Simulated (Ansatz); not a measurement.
# Ga3Se: from a guess to a relaxed structure

Where does this trial cell of Ga3Se go when cell and atoms are let free?

Method: DFT PBE, scalar-relativistic, plane waves, PAW, in Ansatz 0.2.0.

**1. Starting point**

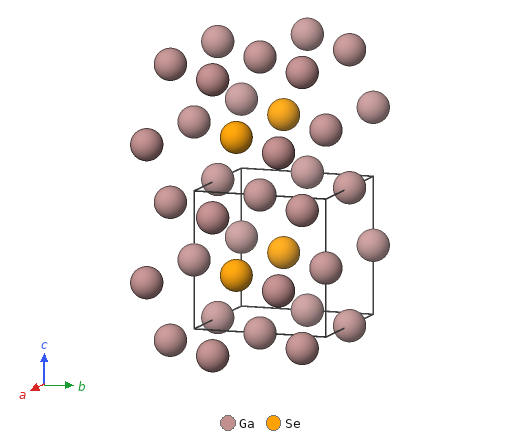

The starting structure, seen slightly off an axis (gallium pink, selenium orange). 2×1×2 cells are drawn. Atoms on the faces are drawn again on the opposite ones.

As a file:

```
Ga Se
1.0
     4.52257    0.00000    0.00000
     0.00000    4.52257    0.00000
     0.00000    0.00000    4.52257
Ga Se
3 1
Direct
  0.50000 0.00000 0.00000
  0.00000 0.50000 0.00000
  0.00000 0.00000 0.50000
  0.50000 0.50000 0.50000
```

A structure generator made this guess: random cell by space group and Wyckoff sites (Pm-3m, No. 221). Lengths come from tabulated atomic sizes and are only a guess.

**2. Probe: one point on a coarse mesh**

Contents of input.yaml:

```yaml
crystal:
  lattice:
    - [4.52256881, 0.0, 0.0]
    - [0.0, 4.52256881, 0.0]
    - [0.0, 0.0, 4.52256881]
  atoms:
    - { symbol: Ga, position: [0.5, 0.0, 0.0] }
    - { symbol: Ga, position: [0.0, 0.5, 0.0] }
    - { symbol: Ga, position: [0.0, 0.0, 0.5] }
    - { symbol: Se, position: [0.5, 0.5, 0.5] }
basis:
  ecutwfc: 420
kpoints:
  mp_grid: { grid: [4, 4, 4] }
hamiltonian:
  xc: pbe
scf:
  occupations: { method: gaussian, width: 0.1 }
  lower_state_search: "off"
output:
  forces: true
  stress: true
  eigenvalues: true
```

Launch:

```console
> ansatz run input.yaml --threads 1 --pin off --max-ram 2560MiB --backend cpu --events-out ev --progress --plain --runs-dir out
```

The log of the run, shortened:

```text
Warning: RAYON_NUM_THREADS=1 ignored (pool sized by the plan → 1); use --threads N
[...]
Pseudopotentials: kind: paw
Pseudopotential: Ga, paw, valence charge 13, recommended cutoff 420 eV (normal), Ga.paw.azcp
Pseudopotential: Se, paw, valence charge 16, recommended cutoff 420 eV (normal), Se.paw.azcp
Functional definition: PBE
[...]
Crystal: 4 atoms, lattice volume = 92.503 Å³
Basis set: ecut = 420 eV, 1839 PW (Γ), exchange–correlation on 64×64×64 points (8 copies of the dense FFT grid, shifted against one another)
Bands: 33, of which v1, the nominal top of the filled ones, is band 28 counted from 1 (27 counted from 0)
Symmetry: 48 space group operations
Space group: Pm-3m (ITA 221), of the structure as read, at distance tolerance 4.5e-5 Å
k-points: 10 of 64
[...]
SCF iter   1: F=—  HF=-16818.231916 eV  |F-HF|=—  |Δ(HF+E_count)|=         —  Δρ=7.51e-4  dr2=3.86e-4  ethr=1.77e-3  ⟨swp⟩=5.9  Hψ=1180  notcnv=0
[...]
SCF iter   7: F=-16818.231033 eV  HF=-16818.231033 eV  |F-HF|=7.74e-9  |Δ(HF+E_count)|=   1.04e-7  Δρ=3.44e-6  dr2=4.52e-9  ethr=1.82e-10  ⟨swp⟩=6.7  Hψ=1395  notcnv=0
[...]
SCF converged after 7 iterations
Free energy (F): -16818.231033 eV
[...]
E sigma→0 (E₀):  -16818.225833 eV
Entropy (-TS):   -0.010398 eV (-2.600 meV/atom)
Fermi energy:    7.885792 eV
[...]
--- Forces (eV/Å), atoms counted from 1 ---
  atom   1  Ga     0.00000000    -0.00000000     0.00000000
  atom   2  Ga     0.00000000     0.00000000     0.00000000
  atom   3  Ga     0.00000000    -0.00000000     0.00000000
  atom   4  Se     0.00000000     0.00000000     0.00000000
[...]
--- Stress (GPa, compression-positive) ---
       -2.284583       0.000000       0.000000
        0.000000      -2.284583      -0.000000
        0.000000       0.000000      -2.284583
  P = ⅓ Tr σ = -2.2846 GPa (-22.846 kbar)
--- Band table (eV; the first three rows and the last of 10) ---
[...]
```

Run time: 1.1 s. Hardware: 1 thread of Intel Xeon 6975P-C (Granite Rapids), shared host; peak memory 0.41 GiB.

Read-out: pressure -2.3 GPa, largest force 0.00 eV/Å, gap on this mesh none (metal). A guess like this is first relaxed loosely on the coarse mesh.

**3. A loose first relaxation**

Edit input.yaml of step 2 so:

```diff
@@ -23 +23,6 @@
   eigenvalues: true
+relax:
+  adjacent_minimum: "off"
+  f_tol: 0.04
+  max_steps: 70
+  cell: { stress_tol: 0.4 }
```

Launch:

```console
> ansatz run input.yaml --threads 1 --pin off --max-ram 2560MiB --backend cpu --events-out ev --progress --plain --runs-dir out
```

The log of the run, shortened:

```text
Warning: RAYON_NUM_THREADS=1 ignored (pool sized by the plan → 1); use --threads N
[...]
[... 4 set-up lines as earlier in the session ...]
[...]
Crystal: 4 atoms, lattice volume = 92.503 Å³
Basis set: ecut = 420 eV, 1839 PW (Γ), exchange–correlation on 64×64×64 points (8 copies of the dense FFT grid, shifted against one another)
Bands: 33, of which v1, the nominal top of the filled ones, is band 28 counted from 1 (27 counted from 0)
[... 2 set-up lines as earlier in the session ...]
k-points: 10 of 64
[...]
SCF iter   1: F=—  HF=-16818.231916 eV  |F-HF|=—  |Δ(HF+E_count)|=         —  Δρ=7.51e-4  dr2=3.86e-4  ethr=1.77e-3  ⟨swp⟩=5.9  Hψ=1180  notcnv=0
[...]
       -0.000000      -0.317978      -0.000000
       -0.000000      -0.000000      -0.317978
  P = ⅓ Tr σ = -0.3180 GPa (-3.180 kbar)
--- Band table (eV; the first three rows and the last of 10) ---
[...]
--- Relaxed structure (2 steps of the walk, 2 accepted, 1 SCFs on fresh bases) ---
  F+E_penalty+E_count = -16818.27398195 eV   max|allowed force component| = 1.558e-29 eV/Å   (the final SCF, on the basis selected at the relaxed cell)
  cell:  # Å, volume = 87.4553 Å³
    - [4.438763994234767, 2.246918268451775e-34, 2.5679065925163143e-34]
    - [2.246918268451775e-34, 4.438763994234767, 1.2839532962581572e-34]
    - [2.5679065925163143e-34, 1.2839532962581572e-34, 4.438763994234767]
  atoms:
    - { symbol: Ga, position: [0.49999999999999994, -8.658923099032692e-34, -1.4904703695056272e-34] }
    - { symbol: Ga, position: [-4.4714111085168815e-34, 0.49999999999999994, 2.1292433850080386e-35] }
    - { symbol: Ga, position: [5.181158903519561e-34, 7.807225745029476e-34, 0.49999999999999994] }
    - { symbol: Se, position: [0.49999999999999994, 0.49999999999999994, 0.49999999999999994] }
```

Wall time 4.2 s (1 thread of Intel Xeon 6975P-C (Granite Rapids), shared host); peak memory 0.43 GiB.

The steps of the relaxation:

```
step  E - E(step 1) (eV/cell)  largest force component (eV/Å)  pressure (GPa)  volume (Å³)
   1                   0.0000                          0.0000           -2.28        92.50
   2                  -0.0439                          0.0000           -0.32        87.46
   3                  -0.0429                          0.0000           -0.32        87.46
```

Step 1 is the start. Step 3 repeats the geometry before it on a plane-wave basis chosen anew for that cell, so its energy need not be comparable with the rows above.

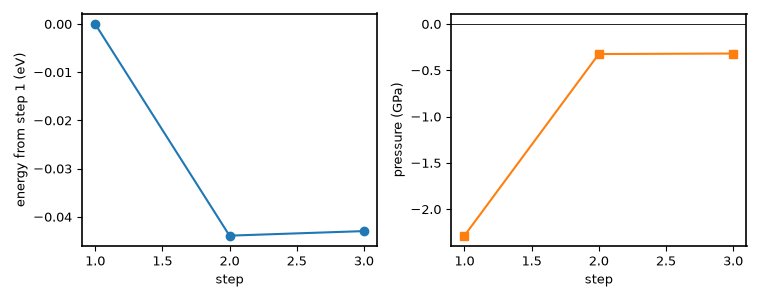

Energy and pressure along the relaxation.

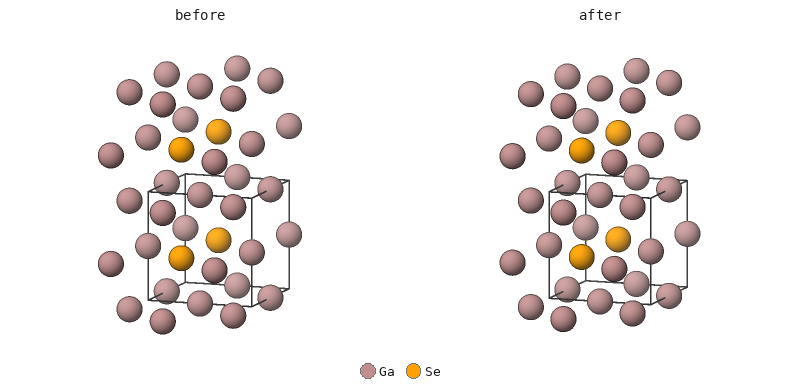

The structure before (left) and after (right) the relaxation, drawn at the same scale.

|  | before | after | change |
| --- | --- | --- | --- |
| a (Å) | 4.523 | 4.439 | -1.9 % |
| b (Å) | 4.523 | 4.439 | -1.9 % |
| c (Å) | 4.523 | 4.439 | -1.9 % |
| volume (Å³/atom) | 23.13 | 21.86 | -5.5 % |
| shortest distance (Å) | 3.198 | 3.139 | -1.9 % |
| space group (0.01 Å) | Pm-3m | Pm-3m | same |

The run keeps the 48 symmetry operations of the start, so it could not have lowered the symmetry.

**4. Relaxation on the finer mesh**

The end of the coarse run is made exact in the group found at a tolerance of 0.06 Å and reduced to its primitive cell.

Contents of input.yaml:

```yaml
crystal:
  lattice:
    - [4.4387639942, 0.0, 0.0]
    - [0.0, 4.4387639942, 0.0]
    - [0.0, 0.0, 4.4387639942]
  atoms:
    - { symbol: Ga, position: [0.5, 0.0, 0.0] }
    - { symbol: Ga, position: [0.0, 0.5, 0.0] }
    - { symbol: Ga, position: [0.0, 0.0, 0.5] }
    - { symbol: Se, position: [0.5, 0.5, 0.5] }
basis:
  ecutwfc: 420
kpoints:
  mp_grid: { grid: [10, 10, 10] }
hamiltonian:
  xc: pbe
scf:
  occupations: { method: gaussian, width: 0.1 }
output:
  forces: true
  stress: true
  eigenvalues: true
  write_density: true
  write_potential: true
  elf: true
  volumetric_format: npy
relax:
  adjacent_minimum: "off"
  f_tol: 0.01
  max_steps: 80
  cell: { stress_tol: 0.05 }
```

Launch:

```console
> ansatz run input.yaml --threads 1 --pin off --max-ram 2560MiB --backend cpu --events-out ev --progress --plain --runs-dir out
```

The log of the run, shortened:

```text
Warning: RAYON_NUM_THREADS=1 ignored (pool sized by the plan → 1); use --threads N
[...]
[... 4 set-up lines as earlier in the session ...]
[...]
Crystal: 4 atoms, lattice volume = 87.455 Å³
Basis set: ecut = 420 eV, 1743 PW (Γ), exchange–correlation on 60×60×60 points (8 copies of the dense FFT grid, shifted against one another)
Bands: 33, of which v1, the nominal top of the filled ones, is band 28 counted from 1 (27 counted from 0)
[... 1 set-up line as earlier in the session ...]
Space group: Pm-3m (ITA 221), of the structure as read, at distance tolerance 4.4e-5 Å
k-points: 56 of 1000
[...]
SCF iter   1: F=—  HF=-16818.324032 eV  |F-HF|=—  |Δ(HF+E_count)|=         —  Δρ=1.07e-3  dr2=1.96e-3  ethr=1.77e-3  ⟨swp⟩=6.1  Hψ=6784  notcnv=0
[...]
  atom   4  Se     0.00000000    -0.00000000     0.00000000
[...]
--- Stress (GPa, compression-positive) ---
        0.005908      -0.000000       0.000000
       -0.000000       0.005908       0.000000
        0.000000       0.000000       0.005908
  P = ⅓ Tr σ = 0.0059 GPa (0.059 kbar)
--- Band table (eV; the first three rows and the last of 56) ---
[...]
--- Relaxed structure (3 steps of the walk, 3 accepted, 1 SCFs on fresh bases) ---
  F+E_penalty+E_count = -16818.32683972 eV   max|allowed force component| = 3.640e-30 eV/Å   (the final SCF, on the basis selected at the relaxed cell)
  cell:  # Å, volume = 85.6721 Å³
    - [4.408388007875288, -1.2839532962581572e-34, 1.2839532962581572e-34]
    - [-1.2839532962581572e-34, 4.408388007875288, 0.0]
    - [1.2839532962581572e-34, 0.0, 4.408388007875288]
  atoms:
    - { symbol: Ga, position: [0.5, 2.1468455820378343e-36, 1.2429106001260974e-36] }
    - { symbol: Ga, position: [-5.875577382436835e-36, 0.5, 7.909431091711528e-37] }
    - { symbol: Ga, position: [-4.971642400524683e-36, 1.2429106001271246e-36, 0.5] }
    - { symbol: Se, position: [0.5, 0.5, 0.5] }
```

Run time: 21 s. Hardware: 1 thread of Intel Xeon 6975P-C (Granite Rapids), shared host; peak memory 0.51 GiB.

The steps of the relaxation:

| step | E - E(step 1) (eV/cell) | largest force component (eV/Å) | pressure (GPa) | volume (Å³) |
| --- | --- | --- | --- | --- |
| 1 | 0.0000 | 0.0000 | -0.76 | 87.46 |
| 2 | -0.0045 | 0.0000 | -0.09 | 85.88 |
| 3 | -0.0046 | 0.0000 | 0.00 | 85.67 |
| 4 | -0.0043 | 0.0000 | 0.01 | 85.67 |

Step 1 is the start. Step 4 repeats the geometry before it on a plane-wave basis chosen anew for that cell, so its energy need not be comparable with the rows above.

|  | before | after | change |
| --- | --- | --- | --- |
| a (Å) | 4.439 | 4.408 | -0.7 % |
| b (Å) | 4.439 | 4.408 | -0.7 % |
| c (Å) | 4.439 | 4.408 | -0.7 % |
| volume (Å³/atom) | 21.86 | 21.42 | -2.0 % |
| shortest distance (Å) | 3.139 | 3.117 | -0.7 % |
| space group (0.01 Å) | Pm-3m | Pm-3m | same |

The run keeps the 48 symmetry operations of the start, so it could not have lowered the symmetry.

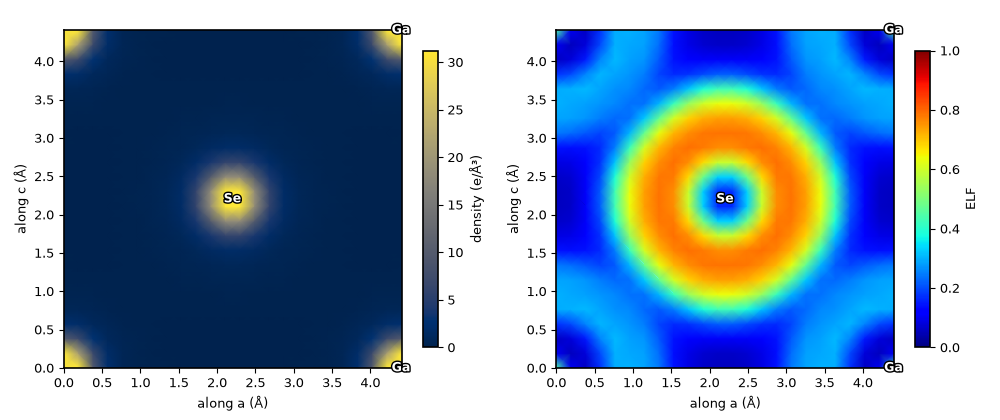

Density (left) and ELF (right) in a lattice plane of the grid's cell (edges 4.41 and 4.41 Å, at 0.500 of the third edge), which holds Ga and Se. Only atoms in the plane are labelled; the density scale stops at 31.22 e/Å³. Both are smooth fields of the valence electrons: close to the nuclei they are not physical.

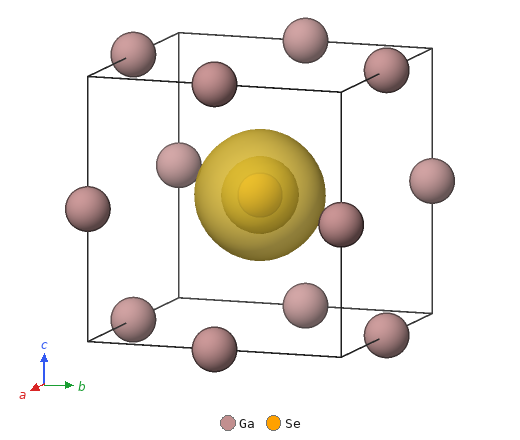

Surface of ELF = 0.73, drawn in one cell.

Outside the cores ELF peaks at 0.79 in the shell around Se, 0.8 Å from Se.

**5. What came out**

| quantity | value |
| --- | --- |
| symmetry at the end (tolerance 0.05 Å) | space group Pm-3m (No. 221) |
| conventional cell | a = 4.408 Å, b = 4.408 Å, c = 4.408 Å, α = 90.00°, β = 90.00°, γ = 90.00° |
| volume | 21.42 Å³/atom |
| energy over the elements | -0.05 eV/atom |
| gap on the mesh | none (metal) |

What this shows: The space group Pm-3m (No. 221) is kept, and the volume per atom shrinks by 7.4 % from the first guess. The formation energy of this structure is too near zero to say whether it is bound against the elements. No finished test with a distortion of lower symmetry is shown, so the end may be a saddle point. Spin polarisation is off in the runs that give these values; a magnetic solution could lie lower.
